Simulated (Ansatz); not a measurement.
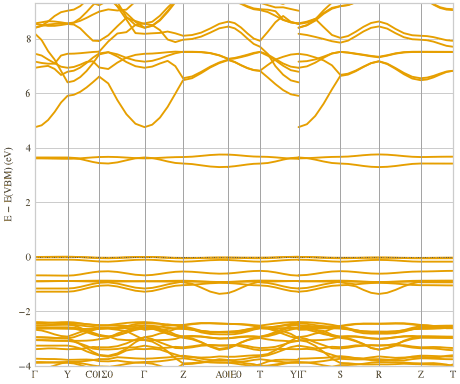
Fig. 1. Band structure from plane-wave PAW r²SCAN (Ansatz code)

Problem. Read off the gap and where the band edges lie.

Solution. About 3.3 eV (3.29 eV by a search for the band edges); maximum at Y, minimum on the Z–A0 line, 83 % of the way from Z.

Problem. Pick the material that matches.
(A) Rb2NiF4, I4/mmm (Rb on 4e, Ni on 2a, F on 4c, F on 4e)
(B) PbF4, I4/mmm (Pb on 2a, F on 4e, F on 4c)
(C) Cs2CaBr4, I4/mmm (Cs on 4e, Ca on 2a, Br on 4e, Br on 4c)

Solution. A, Rb2NiF4, I4/mmm (Rb on 4e, Ni on 2a, F on 4c, F on 4e)

The workflow started from a Materials Project entry (that database holds measured and hypothetical structures alike); the Crystallography Open Database copy checked does not list it. Its standing as an ambient phase is unchecked. The cell was relaxed with r²SCAN under the symmetry of its start, as lowered by the spin order; whether a distortion lowers the energy is not shown. Spin order of the final state: antiferromagnetic, chosen from 5 collinear starts compared on coarse meshes (ties went to the first, and starts can fall back to one state), not a proven ground state. Other orbital occupations within this spin state were not tried. No Hubbard U is applied. Spin–orbit coupling is left out wherever it is not named.

Potentials: the later of the program's two PAW sets.
